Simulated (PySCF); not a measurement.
**Two runs on C$_{5}$H$_{6}$NPS**

System: C$_{5}$H$_{6}$NPS, SMILES CSc1cncpc1.
Method of the first run: GIAO PBE0/pcSseg-1 NMR shielding, non-relativistic, gas phase (PySCF 2.14.0).

The geometry comes from this level: GFN2-xTB. Text and figures count atoms from 1; the logs count them from 0 in places.

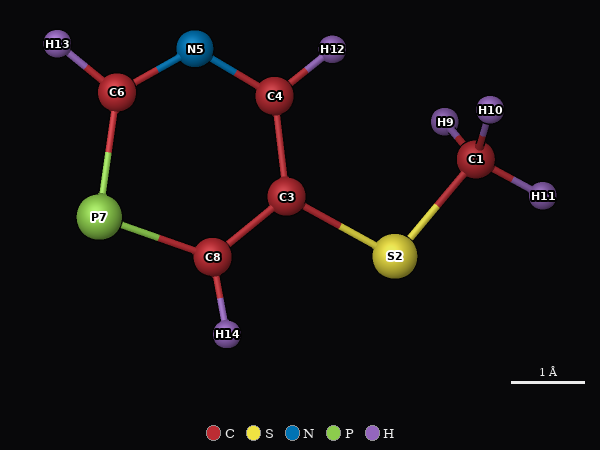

**Figure 1.** The structure as given in the input (ball-and-stick view, seen at a tilt; atoms are numbered from 1 in the order of the input).

### Input, the first run
```
{"job": {"kind": "nmr", "xc": "PBE0", "basis": "pcSseg-1"}, "charge": 0, "multiplicity": 1}
C     -2.618829    -0.093403     0.195277
S     -1.423339    -1.264251    -0.509019
C      0.150913    -0.501728    -0.272282
C      0.310250     0.739955     0.342598
N      1.465489     1.339848     0.538438
C      2.609844     0.822110     0.168420
P      2.887894    -0.706311    -0.632828
C      1.239524    -1.224472    -0.740999
H     -2.430143     0.041745     1.256297
H     -2.578062     0.851074    -0.339197
H     -3.590412    -0.556361     0.050992
H     -0.541944     1.296680     0.706294
H      3.474937     1.436746     0.397323
H      1.043200    -2.182104    -1.208370
```

The first line tells a small driver script what to run in PySCF; the rest is the geometry in Å.

Launched with:
```bash
OMP_NUM_THREADS=1 python <driver script> task.json out
```

Hardware: 1 CPU thread, shared host.

### Output (the first run)
```
coarse grid: 13464 points
cycle   1  E = -987.7126533940  dE =  1.292e+00  |g| = 2.989e-01  |ddm| = 3.867e+00
cycle   2  E = -987.7046968523  dE =  7.957e-03  |g| = 3.630e-01  |ddm| = 7.935e-01
cycle   3  E = -987.7342102625  dE = -2.951e-02  |g| = 8.732e-02  |ddm| = 4.802e-01
cycle   4  E = -987.7357034478  dE = -1.493e-03  |g| = 4.027e-02  |ddm| = 1.267e-01
cycle   5  E = -987.7361259672  dE = -4.225e-04  |g| = 1.289e-02  |ddm| = 5.627e-02
cycle   6  E = -987.7361707545  dE = -4.479e-05  |g| = 3.461e-03  |ddm| = 1.582e-02
cycle   7  E = -987.7361734062  dE = -2.652e-06  |g| = 1.279e-03  |ddm| = 4.060e-03
final grid: 122936 points
cycle   8  E = -987.7858253573  dE = -2.804e-05  |g| = 1.002e-02  |ddm| = 3.537e-02
cycle   9  E = -987.7857940685  dE =  3.129e-05  |g| = 1.456e-02  |ddm| = 2.448e-02
cycle  10  E = -987.7858499330  dE = -5.586e-05  |g| = 1.973e-03  |ddm| = 1.760e-02
cycle  11  E = -987.7858510764  dE = -1.143e-06  |g| = 4.200e-04  |ddm| = 2.699e-03
cycle  12  E = -987.7858511150  dE = -3.855e-08  |g| = 1.687e-04  |ddm| = 5.870e-04
cycle  13  E = -987.7858511218  dE = -6.807e-09  |g| = 5.996e-05  |ddm| = 2.352e-04
cycle  14  E = -987.7858511227  dE = -9.218e-10  |g| = 2.296e-05  |ddm| = 8.419e-05
converged SCF energy = -987.7858511227

GIAO shielding tensors (ppm)
atom      isotropic    diamagn.    paramagn.     s11        s22        s33       span
  0 C      168.651     252.244     -83.593    160.532    162.568    182.852     22.320
  1 S      486.415    1057.142    -570.727    351.225    386.010    722.012    370.787
  2 C       42.426     264.147    -221.721    -46.990      9.711    164.557    211.547
  3 C       42.951     250.682    -207.731    -46.663     25.438    150.078    196.741
  4 N     -109.969     329.818    -439.786   -471.070   -181.171    322.334    793.404
  5 C        4.398     258.835    -254.437   -160.954     24.510    149.639    310.593
  6 P      110.003     966.165    -856.161   -126.435    -93.475    549.920    676.354
  7 C       18.176     256.447    -238.271   -146.399     25.569    175.357    321.756
  8 H       29.124      30.969      -1.845     24.462     26.538     36.372     11.911
  9 H       29.129      30.968      -1.839     24.472     26.546     36.368     11.897
 10 H       29.423      28.258       1.165     24.170     26.806     37.293     13.122
 11 H       23.181      33.736     -10.555     17.314     22.075     30.155     12.841
 12 H       21.483      28.534      -7.051     18.609     18.954     26.886      8.277
 13 H       22.324      31.133      -8.809     17.953     19.445     29.573     11.619
```

For the second run the input was changed thus:
```diff
-"xc": "PBE0"
-"basis": "pcSseg-1"
+"xc": "BHandHLYP"
+"basis": "ANO-RCC-VDZP"
+"pop": true
+"scf": {"guess": "atom"}
```

Predict how the results change.

The total energies belong to different models, so their difference says nothing on which is more stable or more accurate. The HOMO goes from −6.64 to −7.32 eV. The LUMO goes from −1.91 to −0.78 eV. The dipole moment goes from 2.16 to 2.09 D. Of all shieldings, the largest change is that of P7, by +92.1 ppm. The functional changes from PBE0 to BHandHLYP. The SCF takes 12 iterations against 14. The basis functions go from 180 to 150.

### Output (the second run)
```
final grid: 122936 points
cycle   1  E = -987.6588261909  dE =  2.868e+00  |g| = 8.883e-01  |ddm| = 5.725e+00
cycle   2  E = -987.6149783707  dE =  4.385e-02  |g| = 9.712e-01  |ddm| = 1.944e+00
cycle   3  E = -987.8686631983  dE = -2.537e-01  |g| = 1.476e-01  |ddm| = 1.274e+00
cycle   4  E = -987.8740756283  dE = -5.412e-03  |g| = 7.051e-02  |ddm| = 2.553e-01
cycle   5  E = -987.8754165958  dE = -1.341e-03  |g| = 1.871e-02  |ddm| = 9.391e-02
cycle   6  E = -987.8755081067  dE = -9.151e-05  |g| = 5.459e-03  |ddm| = 2.492e-02
cycle   7  E = -987.8755167915  dE = -8.685e-06  |g| = 1.761e-03  |ddm| = 7.896e-03
cycle   8  E = -987.8755179473  dE = -1.156e-06  |g| = 9.328e-04  |ddm| = 3.734e-03
cycle   9  E = -987.8755182370  dE = -2.897e-07  |g| = 2.273e-04  |ddm| = 1.578e-03
cycle  10  E = -987.8755182593  dE = -2.233e-08  |g| = 1.067e-04  |ddm| = 5.238e-04
cycle  11  E = -987.8755182650  dE = -5.717e-09  |g| = 3.967e-05  |ddm| = 2.743e-04
cycle  12  E = -987.8755182656  dE = -5.375e-10  |g| = 1.608e-05  |ddm| = 8.689e-05
converged SCF energy = -987.8755182656

GIAO shielding tensors (ppm)
atom      isotropic    diamagn.    paramagn.     s11        s22        s33       span
  0 C      172.762     240.384     -67.622    163.467    168.925    185.894     22.427
  1 S      558.213    1068.499    -510.286    435.768    449.204    789.667    353.899
  2 C       44.097     251.776    -207.679    -50.795     13.628    169.458    220.253
  3 C       45.824     252.808    -206.984    -49.689     29.604    157.557    207.247
  4 N     -111.323     322.324    -433.648   -469.749   -189.081    324.859    794.608
  5 C        3.358     245.493    -242.135   -172.987     29.257    153.803    326.790
  6 P      202.140     980.499    -778.359      9.695     31.347    565.379    555.683
  7 C       17.872     245.809    -227.937   -154.535     30.137    178.014    332.550
  8 H       29.192      30.921      -1.729     24.683     26.544     36.350     11.666
  9 H       29.196      30.918      -1.721     24.693     26.550     36.346     11.653
 10 H       29.667      28.802       0.865     24.359     27.367     37.276     12.918
 11 H       23.149      36.073     -12.924     17.534     21.733     30.179     12.645
 12 H       21.524      29.522      -7.998     18.184     19.200     27.189      9.005
 13 H       22.430      31.809      -9.380     17.396     20.079     29.814     12.417
```

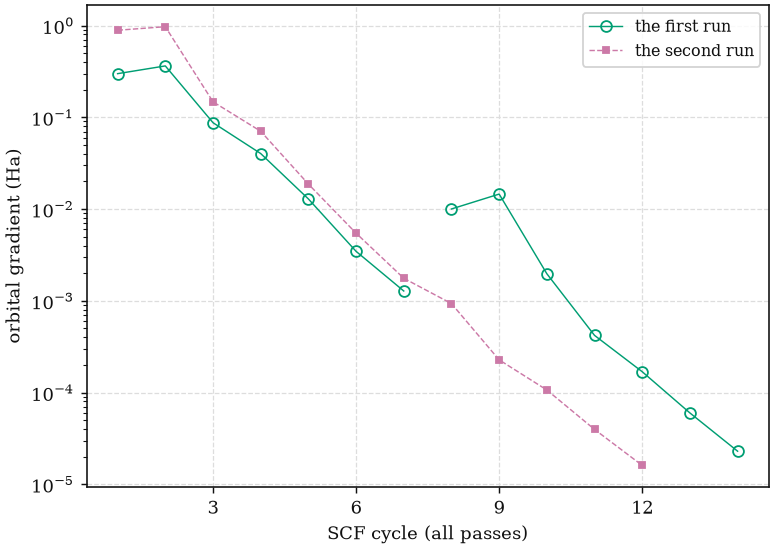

**Figure 2.** Convergence of the two runs: orbital gradient against the SCF cycle. A break in a curve parts two SCF passes (coarse and final grid). The first run takes 14 cycles in all, and the second run takes 12.

### The two runs side by side

```tsv
quantity	the first run	the second run
outcome	converged	converged
total energy (hartree)	−987.785851	−987.875518
HOMO (eV)	−6.64	−7.32
LUMO (eV)	−1.91	−0.78
dipole moment (D)	2.16	2.09
shielding of C1 (ppm)	168.7	172.8
shielding of S2 (ppm)	486.4	558.2
shielding of C3 (ppm)	42.4	44.1
shielding of C4 (ppm)	43.0	45.8
shielding of N5 (ppm)	−110.0	−111.3
shielding of C6 (ppm)	4.4	3.4
shielding of P7 (ppm)	110.0	202.1
SCF iterations	14	12
basis functions	180	150
wall time (shared host)	47 s	72 s
```
